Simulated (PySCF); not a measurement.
SMILES C=C[SiH2][Si](Cl)(Cl)Cl at its GFN2-xTB optimised geometry (Å):

```
12

C      2.0484    -1.5468     1.1938
C      1.3357    -1.0826     0.1774
Si     0.7278     0.6897     0.0000
Si    -1.6032     0.6897     0.0000
Cl    -2.3989    -0.2511     1.6207
Cl    -2.3666     2.5761     0.0000
Cl    -2.3871    -0.2395    -1.6329
H      2.3487    -0.9113     2.0107
H      2.3666    -2.5761     1.2587
H      1.0678    -1.7730    -0.6148
H      1.2472     1.5051     1.1034
H      1.2283     1.2417    -1.2664
```

Calculation: B3LYP/def2-TZVP (PySCF). Cells within 0.4 Å of a nucleus heavier than hydrogen are left out (blank, or x).

Map of the electrostatic potential (hartree/e), clipped to [-0.08, 0.12] on the plane z = 0.0 Å:

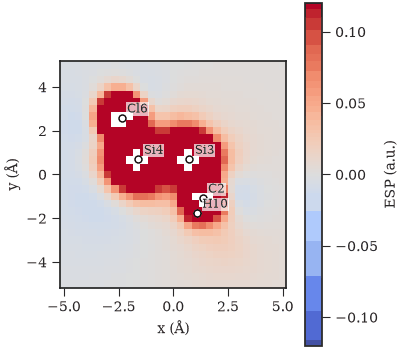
Figure. Electrostatic potential (hartree/e), clipped to [-0.08, 0.12] on the plane z = 0.0 Å.
